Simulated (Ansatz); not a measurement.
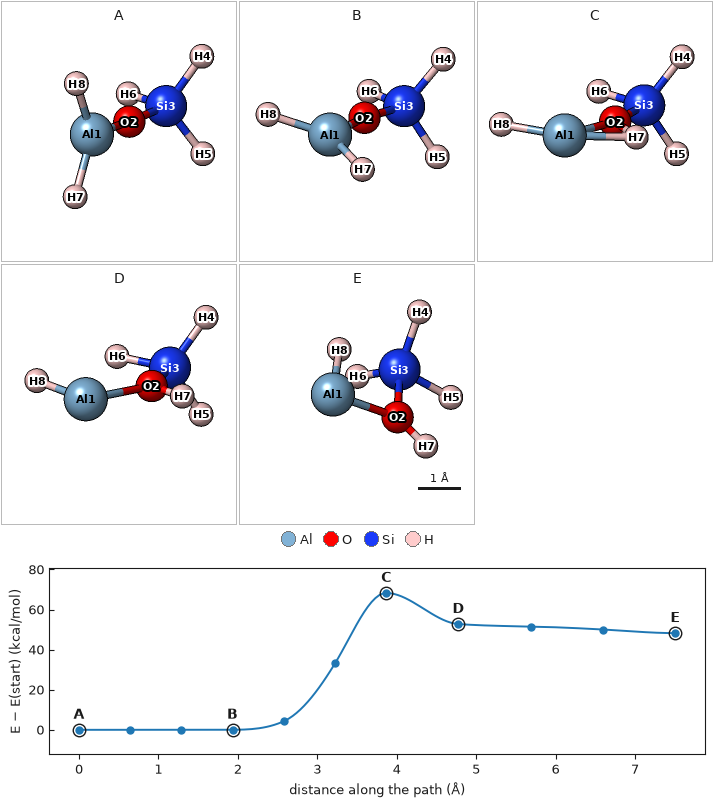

A search for the minimum-energy path of AlSiH$_{5}$O by the nudged elastic band. Images are numbered from 0 (start) to 10 (end). Frames A to E are images 0, 3, 6, 7, 10. A ball-and-stick model, seen from a free direction.

Theory: Ansatz 0.2.0, RKS BLYP-D4/def2-SVP. Set-up: 9 movable images; climbing image; force threshold 0.05 eV/Å; iteration limit 60; starting path through a guess of the saddle point.

> Read off the barrier and say what moves.

The highest point, image 6, lies 68.3 kcal/mol above the start and 20.0 kcal/mol above the end; the end is at +48.2 kcal/mol relative to the start. A hydrogen atom shifts from one atom to another. Breaking: Al1–H7 (1.59 → 1.76 at the top → 2.78 Å). Forming: O2–H7 (2.83 → 1.29 at the top → 0.98 Å). The band is converged. At the top, the vibrational analysis gives one imaginary mode (1328i cm⁻¹), as a transition state must have.

Cost: 8.8 min on 1 thread of Arm Neoverse V1, on a shared host, peak memory 0.15 GiB.
